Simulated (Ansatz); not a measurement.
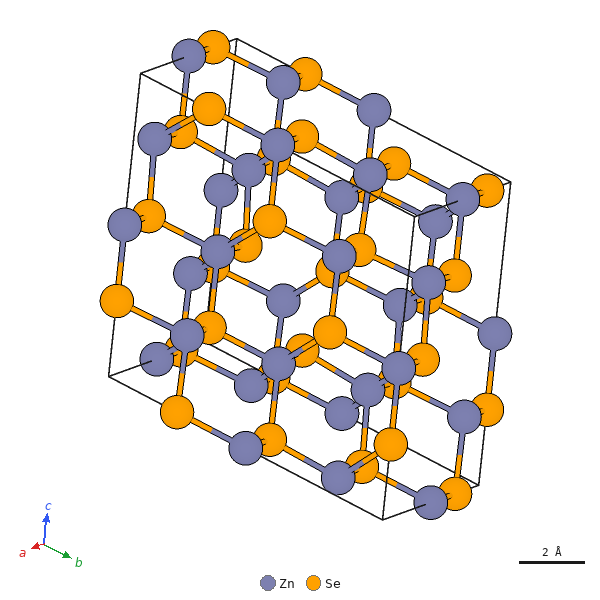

This ball-and-stick model is shown slightly off an axis. The supercell is drawn as a box. The host is ZnSe, in a cell of 32 sites, and the cell carries a charge of -1.

Question: Identify the point defect.

Answer: A zinc vacancy. Around the empty site lie four Se at about 2.3 Å.

Method used: DFT LDA, scalar-relativistic, plane waves, PAW in Ansatz. It ran with a plane-wave cutoff of 420 eV, 2×2×2 k-mesh, Gaussian smearing of 0.01 eV, collinear spins.

Question: Is a magnetic moment found?

Answer: Yes, 1.0 μB in the cell.

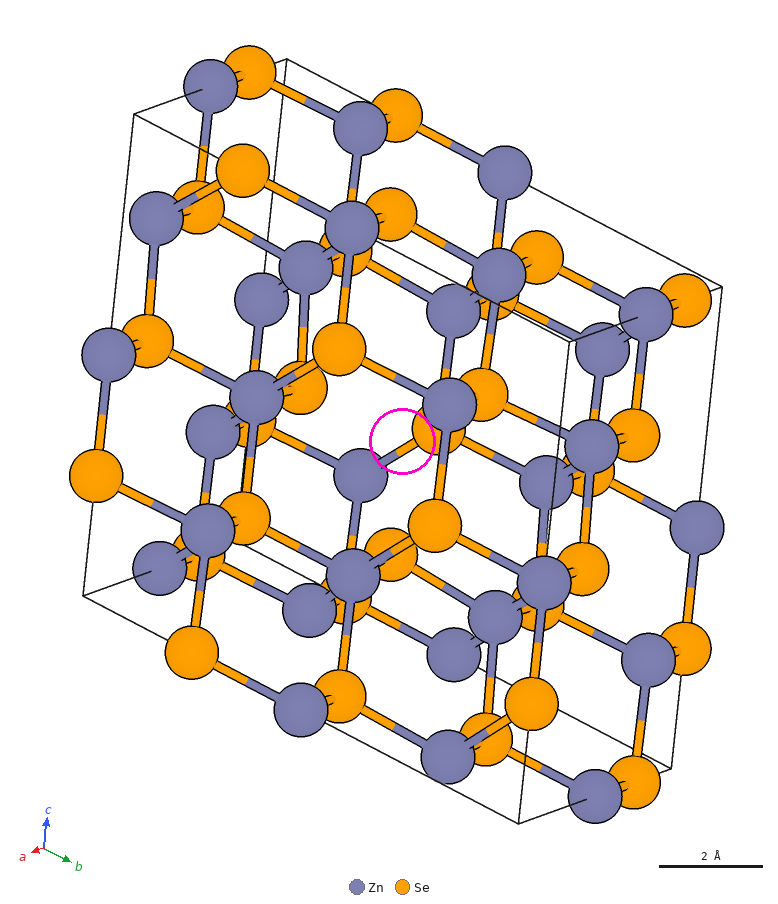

The same cell with a ring at the defect's site.

The atoms were relaxed in the host's cell with DFT LDA, scalar-relativistic, plane waves, PAW (Ansatz 0.2.0).
